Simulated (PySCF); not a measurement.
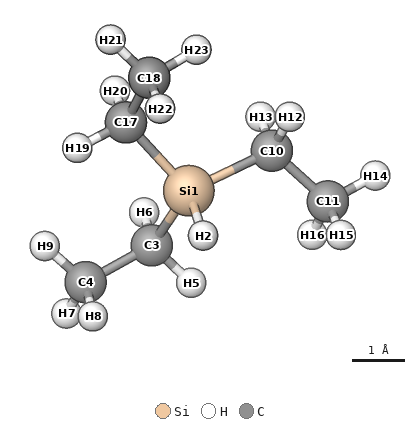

Fig. 1: The structure as given in the input (ball-and-stick view, seen at a tilt; atoms are numbered from 1 in the order of the input).

# C6H16Si: a changed input and its effect

System: C6H16Si.
Method of run A: GIAO B3LYP/pcSseg-1 NMR shielding, non-relativistic, gas phase (PySCF 2.14.0).

The geometry comes from this level: PBE0-D3(BJ)/def2-SVP. Text and figures count atoms from 1; the logs count them from 0 in places.

**Input, run A**
```
{"job": {"kind": "nmr", "xc": "B3LYP", "basis": "pcSseg-1", "pop": false}, "charge": 0, "multiplicity": 1}
Si    -0.006360    -0.002742     0.279066
H     -0.014691    -0.023503     1.783813
C      1.774906     0.240007    -0.307679
C      2.753657    -0.838289     0.149097
H      2.111094     1.231319     0.043802
H      1.759939     0.306181    -1.410620
H      3.776143    -0.647755    -0.213043
H      2.802467    -0.898216     1.248120
H      2.462631    -1.835746    -0.217056
C     -1.094494     1.428632    -0.306174
C     -0.674200     2.804532     0.203421
H     -2.131441     1.210205     0.002605
H     -1.105258     1.413098    -1.411128
H     -1.344265     3.600735    -0.158598
H     -0.682307     2.845347     1.304173
H      0.345093     3.067250    -0.121918
C     -0.692289    -1.650357    -0.344929
C     -2.101644    -1.981262     0.137926
H      0.011025    -2.444913    -0.039356
H     -0.657853    -1.633008    -1.449321
H     -2.447389    -2.958893    -0.234298
H     -2.153383    -2.013275     1.237877
H     -2.834150    -1.229709    -0.197520
```

The first line tells a small driver script what to run in PySCF; the rest is the geometry in Å.

Command:
```bash
OMP_NUM_THREADS=2 python <driver script> task.json out
```

Hardware: 2 CPU threads, shared host.

**Output (run A)**
```
coarse grid: 18064 points
cycle   1  E = -527.6260202964  dE =  1.447e-01  |g| = 6.119e-01  |ddm| = 3.994e+00
cycle   2  E = -527.5727392533  dE =  5.328e-02  |g| = 7.602e-01  |ddm| = 1.182e+00
cycle   3  E = -527.7265520419  dE = -1.538e-01  |g| = 2.789e-02  |ddm| = 6.880e-01
cycle   4  E = -527.7267295236  dE = -1.775e-04  |g| = 8.638e-03  |ddm| = 4.184e-02
cycle   5  E = -527.7267439731  dE = -1.445e-05  |g| = 4.681e-03  |ddm| = 1.467e-02
cycle   6  E = -527.7267493769  dE = -5.404e-06  |g| = 4.208e-04  |ddm| = 4.086e-03
final grid: 165128 points
cycle   7  E = -527.7797903183  dE = -3.518e-05  |g| = 7.478e-03  |ddm| = 2.450e-02
cycle   8  E = -527.7797821028  dE =  8.215e-06  |g| = 9.348e-03  |ddm| = 1.392e-02
cycle   9  E = -527.7798048441  dE = -2.274e-05  |g| = 3.218e-04  |ddm| = 7.842e-03
cycle  10  E = -527.7798048607  dE = -1.655e-08  |g| = 1.095e-04  |ddm| = 3.871e-04
cycle  11  E = -527.7798048632  dE = -2.559e-09  |g| = 3.045e-05  |ddm| = 1.198e-04
cycle  12  E = -527.7798048634  dE = -2.060e-10  |g| = 7.532e-06  |ddm| = 2.814e-05
converged SCF energy = -527.7798048634

GIAO shielding tensors (ppm)
atom      isotropic    diamagn.    paramagn.     s11        s22        s33       span
  0 Si     336.718     884.460    -547.742    314.071    347.510    348.573     34.502
  1 H       27.634      33.094      -5.460     25.762     25.794     31.346      5.584
  2 C      172.742     255.556     -82.815    164.960    172.556    180.709     15.749
  3 C      168.725     244.263     -75.538    161.069    164.130    180.975     19.905
  4 H       30.629      33.410      -2.781     24.885     30.808     36.195     11.310
  5 H       31.190      34.006      -2.817     26.889     30.384     36.296      9.407
  6 H       30.056      27.273       2.783     24.927     27.526     37.715     12.788
  7 H       30.515      29.833       0.682     26.288     28.652     36.604     10.316
  8 H       30.477      30.618      -0.141     25.309     30.389     35.733     10.423
  9 C      172.727     255.575     -82.848    165.028    172.450    180.703     15.675
 10 C      168.646     244.257     -75.611    160.813    164.124    181.001     20.188
 11 H       30.641      33.441      -2.800     24.883     30.831     36.208     11.325
 12 H       31.194      34.012      -2.818     26.936     30.356     36.292      9.356
 13 H       30.044      27.243       2.801     24.917     27.512     37.704     12.787
 14 H       30.517      29.830       0.686     26.281     28.672     36.597     10.316
 15 H       30.477      30.592      -0.115     25.322     30.365     35.744     10.421
 16 C      172.885     255.591     -82.706    165.215    172.641    180.799     15.584
 17 C      168.631     244.277     -75.646    160.729    164.173    180.991     20.262
 18 H       30.632      33.441      -2.809     24.848     30.824     36.223     11.376
 19 H       31.196      34.012      -2.816     26.952     30.338     36.299      9.347
 20 H       30.042      27.248       2.794     24.914     27.510     37.702     12.788
 21 H       30.517      29.852       0.665     26.265     28.707     36.577     10.312
 22 H       30.471      30.574      -0.103     25.336     30.318     35.759     10.423
```

The input of run B differs as follows (lines with − go, lines with + come):
```diff
-"xc": "B3LYP"
+"xc": "PBE0"
-"pop": false
```

How does run B compare with run A?

The total energies belong to different methods, so their difference says nothing on which is more stable or more accurate. The HOMO goes from −7.70 to −7.90 eV. The LUMO goes from 1.09 to 1.41 eV. Of all shieldings, the largest change is that of Si1, by +14.9 ppm. The functional changes from B3LYP to PBE0. The number of SCF iterations is the same.

**Output (run B)**
```
coarse grid: 18064 points
cycle   1  E = -527.2069036453  dE =  1.708e-01  |g| = 5.217e-01  |ddm| = 3.963e+00
cycle   2  E = -527.1867955973  dE =  2.011e-02  |g| = 5.974e-01  |ddm| = 9.608e-01
cycle   3  E = -527.2807067300  dE = -9.391e-02  |g| = 2.208e-02  |ddm| = 5.238e-01
cycle   4  E = -527.2808128085  dE = -1.061e-04  |g| = 7.170e-03  |ddm| = 3.097e-02
cycle   5  E = -527.2808229378  dE = -1.013e-05  |g| = 3.577e-03  |ddm| = 1.089e-02
cycle   6  E = -527.2808260413  dE = -3.104e-06  |g| = 2.692e-04  |ddm| = 2.935e-03
final grid: 165128 points
cycle   7  E = -527.3222257856  dE = -3.430e-05  |g| = 9.596e-03  |ddm| = 2.674e-02
cycle   8  E = -527.3222170960  dE =  8.690e-06  |g| = 1.128e-02  |ddm| = 1.684e-02
cycle   9  E = -527.3222499442  dE = -3.285e-05  |g| = 2.484e-04  |ddm| = 9.045e-03
cycle  10  E = -527.3222499523  dE = -8.055e-09  |g| = 9.943e-05  |ddm| = 2.574e-04
cycle  11  E = -527.3222499543  dE = -2.006e-09  |g| = 3.419e-05  |ddm| = 1.011e-04
cycle  12  E = -527.3222499546  dE = -2.758e-10  |g| = 4.127e-06  |ddm| = 3.079e-05
converged SCF energy = -527.3222499546

GIAO shielding tensors (ppm)
atom      isotropic    diamagn.    paramagn.     s11        s22        s33       span
  0 Si     351.616     884.311    -532.695    328.741    362.535    363.574     34.833
  1 H       27.426      32.581      -5.155     25.498     25.531     31.249      5.750
  2 C      179.113     256.475     -77.362    171.612    178.874    186.854     15.242
  3 C      174.459     245.324     -70.865    167.002    170.109    186.265     19.263
  4 H       30.534      33.345      -2.811     24.535     30.589     36.478     11.943
  5 H       31.079      33.899      -2.820     26.550     30.137     36.550     10.000
  6 H       29.967      27.382       2.585     24.632     27.282     37.986     13.354
  7 H       30.427      29.634       0.793     25.979     28.493     36.808     10.829
  8 H       30.390      30.377       0.012     24.992     30.260     35.918     10.925
  9 C      179.095     256.489     -77.393    171.677    178.765    186.844     15.167
 10 C      174.379     245.316     -70.937    166.750    170.098    186.289     19.539
 11 H       30.546      33.376      -2.830     24.532     30.614     36.491     11.959
 12 H       31.084      33.905      -2.821     26.597     30.108     36.546      9.949
 13 H       29.955      27.353       2.602     24.623     27.268     37.974     13.351
 14 H       30.429      29.630       0.799     25.971     28.514     36.801     10.830
 15 H       30.390      30.351       0.039     25.005     30.237     35.928     10.923
 16 C      179.245     256.502     -77.257    171.842    178.963    186.931     15.089
 17 C      174.364     245.337     -70.973    166.666    170.145    186.280     19.613
 18 H       30.537      33.375      -2.838     24.498     30.607     36.505     12.007
 19 H       31.085      33.904      -2.819     26.613     30.090     36.553      9.939
 20 H       29.953      27.357       2.596     24.619     27.267     37.972     13.353
 21 H       30.429      29.648       0.781     25.956     28.550     36.780     10.824
 22 H       30.383      30.336       0.048     25.019     30.189     35.943     10.925
```

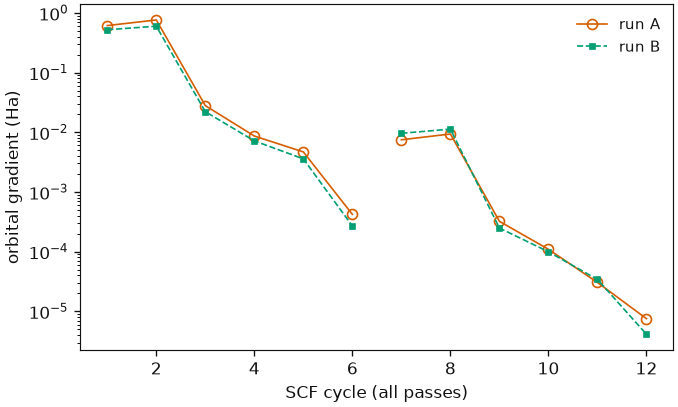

Fig. 2: Convergence of the two runs: orbital gradient against the SCF cycle. A break in a curve parts two SCF passes (coarse and final grid). Run A takes 12 cycles in all, and run B takes 12.

**The two runs side by side**

| quantity | run A | run B |
| --- | --- | --- |
| outcome | converged | converged |
| total energy (hartree) | −527.779805 | −527.322250 |
| HOMO (eV) | −7.70 | −7.90 |
| LUMO (eV) | 1.09 | 1.41 |
| dipole moment (D) | 0.61 | 0.62 |
| shielding of Si1 (ppm) | 336.7 | 351.6 |
| shielding of C3 (ppm) | 172.7 | 179.1 |
| shielding of C4 (ppm) | 168.7 | 174.5 |
| shielding of C10 (ppm) | 172.7 | 179.1 |
| shielding of C11 (ppm) | 168.6 | 174.4 |
| shielding of C17 (ppm) | 172.9 | 179.2 |
| shielding of C18 (ppm) | 168.6 | 174.4 |
| SCF iterations | 12 | 12 |
| basis functions | 206 | 206 |
| wall time (shared host) | 15 s | 21 s |
